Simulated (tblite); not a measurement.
## Geometry relaxation of C7H15NOSi (part 1 of 4)

The run: geometry relaxation of C7H15NOSi. Method and program: GFN2-xTB geometry optimisation, gas phase (tblite 0.8.0).

It belongs to a series of runs on one base structure; here: constitutional isomer.

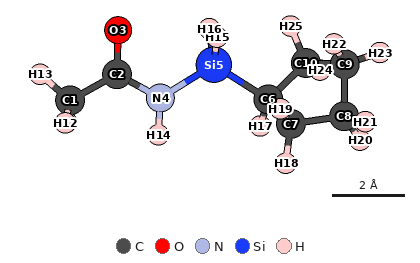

The input geometry (ball-and-stick view, seen at a tilt; atoms are numbered from 1 in the order of the input).

Results in brief

- outcome: converged
- total energy: −854.6616 eV
- hardware: 1 CPU thread, shared host
- wall time: 2.2 s
- peak memory: 0.18 GiB

Input
```
{"job": {"kind": "relax", "xc": "GFN2-xTB", "basis": "xTB"}, "charge": 0, "multiplicity": 1}
C      4.586500    -0.476300     0.352800
C      3.303800     0.296500     0.222100
O      3.332700     1.534700    -0.050700
N      2.049000    -0.336900     0.421900
Si     0.589100     0.638800     0.273800
C     -0.994700    -0.291000     0.543300
C     -1.540800    -0.933200    -0.695600
C     -3.033100    -0.676200    -0.627300
C     -3.043100     0.769000    -0.218500
C     -2.047300     0.748200     0.917000
H      4.586600    -1.107200     1.272300
H      4.781800    -1.091100    -0.552600
H      5.441300     0.227300     0.442800
H      2.052600    -1.374300     0.663400
H      0.631200     1.437200    -0.942900
H      0.648100     1.622100     1.402800
H     -0.855200    -1.058600     1.314400
H     -1.424400    -2.038500    -0.736500
H     -1.151300    -0.500400    -1.624300
H     -3.560100    -1.348900     0.083300
H     -3.546100    -0.791900    -1.610600
H     -2.646700     1.347100    -1.064800
H     -4.046500     1.118200     0.127100
H     -2.532300     0.541200     1.890500
H     -1.592000     1.768300     0.984200
```

The first line tells a small driver script what to run in tblite; the rest is the geometry in Å.

Run as:
```bash
OMP_NUM_THREADS=1 python <driver script> task.json out
```

Output
```
step      E/eV     max force
  0    -853.86645    3.882
  1    -854.21372    3.892
  2    -854.35473    1.047
  3    -854.41751    0.665
  4    -854.45737    0.380
  5    -854.47468    0.356
  6    -854.50092    0.382
  7    -854.51366    0.248
  8    -854.52612    0.209
  9    -854.53652    0.275
 10    -854.54614    0.308
 11    -854.55354    0.199
 12    -854.55985    0.143
 13    -854.56581    0.201
 14    -854.57151    0.206
 15    -854.57591    0.146
 16    -854.57897    0.111
 17    -854.58143    0.127
 18    -854.58397    0.172
 19    -854.58674    0.146
 20    -854.58956    0.110
 21    -854.59228    0.112
 22    -854.59503    0.141
 23    -854.59799    0.126
 24    -854.60116    0.105
 25    -854.60427    0.104
 26    -854.60696    0.123
 27    -854.60915    0.124
 28    -854.61098    0.085
 29    -854.61253    0.076
 30    -854.61376    0.076
 31    -854.61462    0.057
 32    -854.61522    0.045
 33    -854.61575    0.067
 34    -854.61634    0.093
 35    -854.61704    0.099
 36    -854.61783    0.081
 37    -854.61867    0.074
 38    -854.61956    0.075
 39    -854.62059    0.077
 40    -854.62185    0.087
 41    -854.62337    0.089
 42    -854.62517    0.112
 43    -854.62722    0.101
 44    -854.62936    0.098
 45    -854.63136    0.092
 46    -854.63319    0.076
 47    -854.63503    0.077
 48    -854.63684    0.076
 49    -854.63839    0.066
 50    -854.63960    0.059
 51    -854.64047    0.048
 52    -854.64106    0.047
 53    -854.64150    0.035
 54    -854.64184    0.043
 55    -854.64217    0.041
 56    -854.64249    0.049
 57    -854.64280    0.043
 58    -854.64307    0.035
 59    -854.64329    0.031
 60    -854.64349    0.033
 61    -854.64371    0.039
 62    -854.64396    0.046
 63    -854.64421    0.044
 64    -854.64443    0.033
 65    -854.64463    0.030
 66    -854.64482    0.026
 67    -854.64503    0.035
 68    -854.64525    0.030
 69    -854.64549    0.033
 70    -854.64572    0.026
 71    -854.64595    0.037
 72    -854.64624    0.046
 73    -854.64661    0.045
 74    -854.64699    0.041
 75    -854.64733    0.033
 76    -854.64765    0.044
 77    -854.64803    0.046
 78    -854.64853    0.058
 79    -854.64908    0.050
 80    -854.64957    0.041
 81    -854.65000    0.040
 82    -854.65047    0.056
 83    -854.65106    0.062
 84    -854.65179    0.073
 85    -854.65256    0.065
 86    -854.65333    0.075
 87    -854.65407    0.071
 88    -854.65470    0.067
 89    -854.65524    0.080
 90    -854.65572    0.055
 91    -854.65629    0.059
 92    -854.65671    0.057
 93    -854.65735    0.077
 94    -854.65788    0.074
 95    -854.65833    0.045
 96    -854.65867    0.032
 97    -854.65899    0.033
 98    -854.65929    0.041
 99    -854.65955    0.037
100    -854.65976    0.027
101    -854.65991    0.028
102    -854.66004    0.024
103    -854.66016    0.024
104    -854.66031    0.027
105    -854.66050    0.025
106    -854.66068    0.022
107    -854.66081    0.024
108    -854.66092    0.024
109    -854.66102    0.024
110    -854.66113    0.020
111    -854.66123    0.017
112    -854.66129    0.016
113    -854.66134    0.016
114    -854.66140    0.017
115    -854.66147    0.016
116    -854.66153    0.014
117    -854.66158    0.015
118    -854.66160    0.010
```

Trajectory as extended XYZ (Å, eV, eV/Å), 33 of the 119 frames kept, from step=0 to step=118
```
25
Properties=species:S:1:pos:R:3:forces:R:3 step=0 energy=-853.86645
C     4.5865   -0.4763    0.3528    0.4730  -0.4050   0.3190
C     3.3038    0.2965    0.2221   -1.5840   2.7230  -0.4360
O     3.3327    1.5347   -0.0507   -0.5260  -3.7630   0.7940
N     2.0490   -0.3369    0.4219    1.9590  -0.7040  -0.0810
Si    0.5891    0.6388    0.2738    1.5850   1.1600   0.6220
C    -0.9947   -0.2910    0.5433    0.2860  -0.3530   0.4490
C    -1.5408   -0.9332   -0.6956   -0.6530  -1.8530  -0.9310
C    -3.0331   -0.6762   -0.6273   -1.2230  -0.4240  -1.1570
C    -3.0431    0.7690   -0.2185   -0.9560   0.0950   0.5090
C    -2.0473    0.7482    0.9170    0.2670   1.5250   0.9290
H     4.5866   -1.1072    1.2723   -0.1090   0.2630  -0.8030
H     4.7818   -1.0911   -0.5526   -0.3130   0.2370   0.6620
H     5.4413    0.2273    0.4428   -0.6730  -0.2880  -0.0950
H     2.0526   -1.3743    0.6634    0.1420   1.9110  -0.4920
H     0.6312    1.4372   -0.9429   -0.0650  -0.1960  -0.2160
H     0.6481    1.6221    1.4028    0.1560  -0.3240  -0.2380
H    -0.8552   -1.0586    1.3144   -0.3000   0.2090   0.0720
H    -1.4244   -2.0385   -0.7365    0.4980   0.5660  -0.0240
H    -1.1513   -0.5004   -1.6243    0.0240  -0.1190   0.1950
H    -3.5601   -1.3489    0.0833    0.4510   0.4890  -0.2060
H    -3.5461   -0.7919   -1.6106    0.3550  -0.1790   0.4780
H    -2.6467    1.3471   -1.0648   -0.3860   0.1280   0.3710
H    -4.0465    1.1182    0.1271    0.7490  -0.0060  -0.5130
H    -2.5323    0.5412    1.8905    0.2100  -0.0100  -0.4940
H    -1.5920    1.7683    0.9842   -0.3680  -0.6850   0.2880
25
Properties=species:S:1:pos:R:3:forces:R:3 step=4 energy=-854.45737
C     4.5782   -0.4790    0.3606    0.0730  -0.0730   0.0580
C     3.2905    0.2930    0.2290   -0.1590   0.2900  -0.0710
O     3.2868    1.4766   -0.0388   -0.1090   0.1410  -0.0130
N     2.1000   -0.3303    0.4089    0.0380  -0.0900  -0.0230
Si    0.6664    0.6750    0.2986   -0.1830   0.0910  -0.1040
C    -0.9781   -0.2895    0.5360    0.1340   0.0130   0.0050
C    -1.5715   -0.9735   -0.7155    0.2810  -0.0970   0.0640
C    -3.0629   -0.6818   -0.6566    0.0350  -0.0800  -0.0950
C    -3.0565    0.7610   -0.2029   -0.0850   0.0440  -0.0140
C    -2.0392    0.7718    0.9286    0.1180   0.0110   0.0100
H     4.5780   -1.1081    1.2424   -0.0960  -0.1750   0.0700
H     4.7597   -1.0864   -0.5215   -0.1590  -0.1250  -0.0470
H     5.4074    0.2202    0.4391   -0.0780   0.1100   0.0060
H     2.0733   -1.3055    0.6428    0.1130  -0.2090   0.0040
H     0.6301    1.4202   -0.9577    0.0480  -0.1680  -0.0810
H     0.6691    1.6164    1.4075    0.2780   0.1070   0.2360
H    -0.8773   -1.0467    1.3266   -0.1190   0.2410  -0.0640
H    -1.3855   -2.0464   -0.7415    0.1850   0.0100  -0.0120
H    -1.1522   -0.5158   -1.6138   -0.0250  -0.1240  -0.0410
H    -3.5441   -1.3278    0.0769   -0.0670   0.0100   0.0390
H    -3.5491   -0.8089   -1.6197   -0.0780  -0.0960  -0.0790
H    -2.6785    1.3574   -1.0336   -0.1110   0.1970   0.0420
H    -4.0313    1.1291    0.1045   -0.0670   0.0620  -0.0120
H    -2.5243    0.5389    1.8783    0.0850  -0.0900  -0.0370
H    -1.5998    1.7643    1.0097   -0.0520   0.0000   0.1590
25
Properties=species:S:1:pos:R:3:forces:R:3 step=7 energy=-854.51366
C     4.5703   -0.4815    0.3665   -0.1290   0.0610  -0.0300
C     3.2836    0.3068    0.2270   -0.1690  -0.1140   0.0300
O     3.2557    1.4892   -0.0393    0.0900   0.1750  -0.0150
N     2.1042   -0.3331    0.4009   -0.1270  -0.1280   0.0290
Si    0.6750    0.6931    0.3005   -0.0150  -0.0100   0.1180
C    -0.9618   -0.2795    0.5269   -0.1420   0.0860   0.0270
C    -1.5552   -0.9847   -0.7118   -0.0340   0.0410  -0.0900
C    -3.0590   -0.6890   -0.6687    0.0720   0.0080   0.0600
C    -3.0612    0.7600   -0.2024    0.0040   0.0530  -0.0710
C    -2.0296    0.7716    0.9241   -0.1410   0.1010  -0.0100
H     4.5622   -1.1296    1.2418   -0.0840   0.0830  -0.0290
H     4.7312   -1.0999   -0.5162   -0.0890   0.0290   0.0010
H     5.3883    0.2308    0.4396    0.0240  -0.0580   0.0280
H     2.0974   -1.3115    0.6362    0.0410  -0.0600  -0.0280
H     0.6363    1.3935   -0.9764    0.0430  -0.0600  -0.0860
H     0.7148    1.6257    1.4365    0.2030  -0.0710  -0.0540
H    -0.8970   -1.0167    1.3289    0.0950   0.0210   0.0570
H    -1.3468   -2.0558   -0.7433    0.0470   0.0820   0.0960
H    -1.1531   -0.5370   -1.6182    0.0890  -0.0110  -0.1290
H    -3.5475   -1.3200    0.0777   -0.0040  -0.0040  -0.0610
H    -3.5595   -0.8276   -1.6340    0.1610  -0.0110   0.1880
H    -2.7039    1.3864   -1.0177    0.0280   0.0940  -0.0960
H    -4.0382    1.1394    0.0985    0.0170  -0.1390   0.0900
H    -2.5109    0.5244    1.8723    0.0550  -0.1360  -0.0290
H    -1.6063    1.7693    1.0388   -0.0350  -0.0300   0.0020
25
Properties=species:S:1:pos:R:3:forces:R:3 step=11 energy=-854.55354
C     4.5402   -0.4734    0.3650    0.0100  -0.0440  -0.0020
C     3.2552    0.3130    0.2273    0.0690   0.0280   0.0010
O     3.2396    1.5002   -0.0337   -0.1390  -0.1280   0.0630
N     2.0875   -0.3470    0.3984    0.0360   0.0110  -0.0010
Si    0.6746    0.7010    0.3105    0.0120  -0.0330  -0.1090
C    -0.9675   -0.2578    0.5236    0.1290   0.0060   0.0000
C    -1.5416   -0.9780   -0.7186    0.0780   0.0690   0.0790
C    -3.0422   -0.6861   -0.6659    0.0120   0.0340  -0.0380
C    -3.0632    0.7698   -0.2136    0.0110  -0.0140   0.0610
C    -2.0423    0.7822    0.9187    0.0920  -0.0470   0.0430
H     4.5301   -1.1249    1.2361   -0.0970   0.0560   0.0500
H     4.6905   -1.1000   -0.5128   -0.0500   0.0470  -0.0560
H     5.3729    0.2230    0.4438   -0.0510  -0.0420  -0.0240
H     2.1206   -1.3287    0.6249   -0.0740   0.0480  -0.0460
H     0.6505    1.3574   -0.9978    0.0250  -0.0410   0.0670
H     0.7910    1.6201    1.4479    0.0700  -0.0230  -0.0630
H    -0.8930   -0.9872    1.3363    0.0430   0.0220  -0.0650
H    -1.3114   -2.0452   -0.7232   -0.0520   0.0610   0.0720
H    -1.1371   -0.5546   -1.6418    0.0170   0.0270   0.0780
H    -3.5463   -1.3155    0.0712    0.1140   0.0200   0.0540
H    -3.5383   -0.8434   -1.6199    0.0150   0.0220  -0.1440
H    -2.7196    1.4202   -1.0226   -0.0330  -0.0880   0.0200
H    -4.0430    1.1174    0.1101   -0.0460  -0.0620  -0.0080
H    -2.4992    0.4881    1.8636   -0.1390   0.0150  -0.0230
H    -1.6190    1.7738    1.0603   -0.0510   0.0540  -0.0070
25
Properties=species:S:1:pos:R:3:forces:R:3 step=15 energy=-854.57591
C     4.5208   -0.4757    0.3628   -0.0040   0.0160   0.0010
C     3.2428    0.3103    0.2306   -0.0480  -0.0110  -0.0020
O     3.2036    1.4974   -0.0194   -0.0130   0.1080   0.0020
N     2.0828   -0.3559    0.3960   -0.0140  -0.0910  -0.0170
Si    0.6854    0.7012    0.3028    0.0570   0.0680   0.0220
C    -0.9530   -0.2392    0.5248   -0.0620   0.0280   0.0440
C    -1.5235   -0.9611   -0.7113   -0.0120  -0.0420  -0.0180
C    -3.0266   -0.6797   -0.6719    0.0380  -0.0420  -0.0060
C    -3.0629    0.7703   -0.2096   -0.0260  -0.0460  -0.0230
C    -2.0400    0.7846    0.9238   -0.0860   0.0380  -0.0090
H     4.4884   -1.1108    1.2437   -0.0040  -0.0610  -0.0060
H     4.6547   -1.0919   -0.5236   -0.0010  -0.0570   0.0110
H     5.3576    0.2101    0.4413    0.0450   0.0340  -0.0150
H     2.1155   -1.3369    0.6080   -0.0730  -0.1100  -0.0120
H     0.6654    1.3314   -1.0060    0.0120   0.0770  -0.1240
H     0.8532    1.6101    1.4361   -0.0230   0.0530  -0.0100
H    -0.8755   -0.9695    1.3315    0.0540  -0.0400   0.0430
H    -1.3013   -2.0265   -0.6931    0.0080  -0.0550   0.0020
H    -1.1188   -0.5557   -1.6402    0.0650   0.0610   0.0440
H    -3.5178   -1.3083    0.0750    0.0500  -0.0280  -0.0340
H    -3.5145   -0.8454   -1.6336    0.0500   0.0420   0.0320
H    -2.7355    1.4224   -1.0216   -0.0130   0.0050   0.0330
H    -4.0529    1.0878    0.1172    0.0160   0.0120  -0.0080
H    -2.5203    0.4697    1.8519    0.0020   0.0640   0.0030
H    -1.6386    1.7854    1.0729   -0.0180  -0.0210   0.0470
25
Properties=species:S:1:pos:R:3:forces:R:3 step=18 energy=-854.58397
C     4.5149   -0.4753    0.3622   -0.0260   0.0240  -0.0110
C     3.2338    0.3110    0.2307    0.0080  -0.0430   0.0070
O     3.1861    1.5023   -0.0116   -0.0320  -0.1610   0.0520
N     2.0795   -0.3682    0.3920   -0.0540   0.0330  -0.0370
Si    0.6936    0.7093    0.2978   -0.0550   0.0240  -0.0630
C    -0.9514   -0.2302    0.5308    0.0230  -0.0140   0.0010
C    -1.5147   -0.9591   -0.7079    0.0390   0.0170   0.0290
C    -3.0161   -0.6821   -0.6753    0.0100   0.0260   0.0320
C    -3.0657    0.7653   -0.2097    0.0130   0.0310  -0.0030
C    -2.0466    0.7879    0.9255    0.0060  -0.0320   0.0150
H     4.4730   -1.1131    1.2452    0.0410   0.0230  -0.0950
H     4.6419   -1.0959   -0.5257    0.0060   0.0010   0.0860
H     5.3566    0.2090    0.4380   -0.0310  -0.0420  -0.0050
H     2.1025   -1.3534    0.5993   -0.0150   0.0430  -0.0470
H     0.6726    1.3320   -1.0223    0.0110   0.0170   0.0070
H     0.8714    1.6151    1.4304   -0.0330   0.0650  -0.0070
H    -0.8622   -0.9666    1.3338    0.0120   0.0460   0.0330
H    -1.2973   -2.0262   -0.6824    0.0470  -0.0070  -0.0300
H    -1.1035   -0.5479   -1.6313    0.0570   0.0000   0.0290
H    -3.5004   -1.3110    0.0730   -0.0190  -0.0810  -0.0350
H    -3.5004   -0.8405   -1.6381    0.0200  -0.0140   0.0030
H    -2.7430    1.4225   -1.0172    0.0070   0.0320  -0.0200
H    -4.0561    1.0786    0.1180   -0.0170  -0.0100  -0.0120
H    -2.5306    0.4727    1.8495   -0.0090   0.0140   0.0630
H    -1.6487    1.7881    1.0831   -0.0100   0.0080   0.0070
25
Properties=species:S:1:pos:R:3:forces:R:3 step=22 energy=-854.59503
C     4.5015   -0.4743    0.3591   -0.0080  -0.0900   0.0020
C     3.2155    0.2941    0.2340   -0.0580  -0.0110  -0.0080
O     3.1544    1.4873    0.0093    0.0220   0.1040  -0.0120
N     2.0594   -0.3812    0.3764   -0.0330   0.0050  -0.0160
Si    0.6945    0.7292    0.2817   -0.0020   0.0090   0.0560
C    -0.9442   -0.2179    0.5424   -0.0020   0.0400   0.0240
C    -1.4941   -0.9540   -0.6966   -0.0050   0.0150   0.0040
C    -2.9979   -0.6831   -0.6757    0.0110  -0.0240  -0.0310
C    -3.0663    0.7634   -0.2075    0.0140  -0.0300   0.0320
C    -2.0538    0.7885    0.9352    0.0190   0.0310   0.0290
H     4.4628   -1.1156    1.2329    0.0440  -0.0500   0.1240
H     4.6269   -1.1058   -0.5155    0.0230  -0.0410  -0.1120
H     5.3485    0.2015    0.4316   -0.0540   0.0380  -0.0060
H     2.0762   -1.3676    0.5739   -0.0540  -0.0030  -0.0320
H     0.6849    1.3394   -1.0453   -0.0170  -0.0010   0.0360
H     0.8856    1.6375    1.4147   -0.0540   0.0140  -0.0690
H    -0.8394   -0.9498    1.3473   -0.0050   0.0530   0.0410
H    -1.2785   -2.0235   -0.6751    0.0590   0.0670   0.0000
H    -1.0670   -0.5371   -1.6103   -0.0050  -0.0300  -0.0110
H    -3.4794   -1.3332    0.0590   -0.0200   0.0290  -0.0400
H    -3.4736   -0.8374   -1.6434    0.0240  -0.0310  -0.0150
H    -2.7513    1.4293   -1.0139    0.0180  -0.0280   0.0410
H    -4.0639    1.0627    0.1152    0.0210  -0.0190  -0.0090
H    -2.5460    0.4798    1.8598    0.0430  -0.0510  -0.0140
H    -1.6656    1.7920    1.0989    0.0200   0.0070  -0.0170
25
Properties=species:S:1:pos:R:3:forces:R:3 step=26 energy=-854.60696
C     4.4815   -0.4942    0.3556   -0.0340   0.0200  -0.0030
C     3.1887    0.2774    0.2341    0.0750   0.0060  -0.0030
O     3.1290    1.4781    0.0327    0.0890  -0.0840   0.0060
N     2.0286   -0.3907    0.3547    0.0450   0.0060   0.0170
Si    0.6904    0.7516    0.2730    0.0230  -0.0160  -0.0100
C    -0.9367   -0.1968    0.5592   -0.0140  -0.0090  -0.0170
C    -1.4696   -0.9425   -0.6819    0.0200  -0.0100  -0.0110
C    -2.9753   -0.6878   -0.6812    0.0110  -0.0030  -0.0030
C    -3.0630    0.7550   -0.1992   -0.0180  -0.0260  -0.0320
C    -2.0574    0.7933    0.9501   -0.0330  -0.0080  -0.0490
H     4.4658   -1.1275    1.2425   -0.0280   0.0260  -0.0720
H     4.6163   -1.1240   -0.5247   -0.0370   0.0270   0.0640
H     5.3181    0.1988    0.4223   -0.0750  -0.0220  -0.0220
H     2.0328   -1.3800    0.5355   -0.0560  -0.0140  -0.0210
H     0.6920    1.3472   -1.0580   -0.0450   0.0170  -0.0080
H     0.8841    1.6725    1.3844   -0.0180   0.0770   0.0580
H    -0.8176   -0.9149    1.3743   -0.0130  -0.0110  -0.0030
H    -1.2382   -2.0062   -0.6661    0.0360  -0.0430   0.0860
H    -1.0296   -0.5326   -1.5921   -0.0410   0.0550  -0.0290
H    -3.4654   -1.3523    0.0336    0.0010   0.0330   0.0280
H    -3.4377   -0.8432   -1.6552    0.0470   0.0260  -0.0370
H    -2.7531    1.4299   -0.9995    0.0400  -0.0250   0.0230
H    -4.0679    1.0401    0.1112    0.0020  -0.0200   0.0350
H    -2.5489    0.4728    1.8708    0.0380  -0.0120  -0.0080
H    -1.6780    1.8002    1.1119   -0.0150   0.0110   0.0100
25
Properties=species:S:1:pos:R:3:forces:R:3 step=30 energy=-854.61376
C     4.4670   -0.5049    0.3530    0.0380  -0.0130  -0.0020
C     3.1816    0.2638    0.2348   -0.0380  -0.0200   0.0080
O     3.1328    1.4659    0.0454    0.0140   0.0420  -0.0190
N     2.0159   -0.3949    0.3464   -0.0410   0.0300   0.0220
Si    0.6925    0.7651    0.2704   -0.0080   0.0590   0.0300
C    -0.9319   -0.1853    0.5662    0.0330   0.0090  -0.0050
C    -1.4523   -0.9386   -0.6747   -0.0030  -0.0080   0.0140
C    -2.9599   -0.6929   -0.6861    0.0040  -0.0040   0.0070
C    -3.0630    0.7461   -0.1978    0.0250   0.0150   0.0100
C    -2.0615    0.7947    0.9530    0.0330  -0.0140   0.0200
H     4.4608   -1.1328    1.2397   -0.0340  -0.0440   0.0190
H     4.6030   -1.1332   -0.5237   -0.0210  -0.0530  -0.0290
H     5.2916    0.1971    0.4127    0.0710   0.0270  -0.0040
H     1.9957   -1.3882    0.5083    0.0010   0.0300  -0.0140
H     0.6862    1.3556   -1.0649   -0.0290   0.0070   0.0200
H     0.8778    1.7049    1.3735   -0.0010  -0.0070  -0.0060
H    -0.8081   -0.8969    1.3872   -0.0110  -0.0160  -0.0390
H    -1.2085   -2.0008   -0.6443    0.0080   0.0160   0.0090
H    -1.0169   -0.5208   -1.5852   -0.0180  -0.0250   0.0160
H    -3.4565   -1.3573    0.0236    0.0020  -0.0140  -0.0050
H    -3.4065   -0.8415   -1.6692    0.0240   0.0000   0.0090
H    -2.7461    1.4256   -0.9892   -0.0120   0.0180  -0.0340
H    -4.0701    1.0219    0.1147    0.0090  -0.0150  -0.0130
H    -2.5443    0.4664    1.8749   -0.0080  -0.0020   0.0000
H    -1.6901    1.8052    1.1192   -0.0340  -0.0170  -0.0140
```
